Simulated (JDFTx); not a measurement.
W(110) slab cut from bulk W (space group Im-3m, indices of the conventional cell, lattice of the Materials Project entry mp-91, not re-optimised): 4 atoms in 4 planes, a 1x1 cell of 7.11 Å² (|a| = 2.746, |b| = 2.746 Å), 6.6 Å between the outermost planes, cell height 22.7 Å, 8×8×1 k mesh, Fermi smearing 0.01 Ha, no spin polarisation.

Level of theory: PBE, GBRV ultrasoft potentials, plane waves to 20/100 Ha; code: a modified build of JDFTx. Liquid on both sides: CANDLE, water, 1 M NaCl; nuclei fixed. SHE scale: U = −μ/e − 4.44 V, by convention.

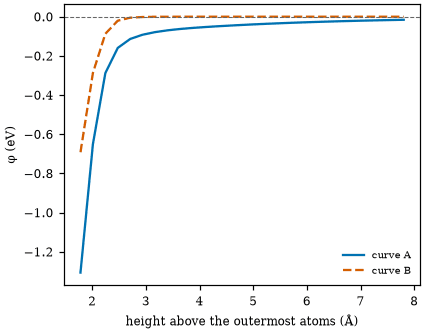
Figure: Plane-averaged electrostatic potential energy of an electron for two states of the electrode

**Question.** One curve is the neutral slab. Which, and what is the sign of the other's charge?

**Answer.** Curve B is neutral (potential of zero charge, 0.05 V). Curve A is positively charged, 16.8 μC/cm² at 0.95 V.
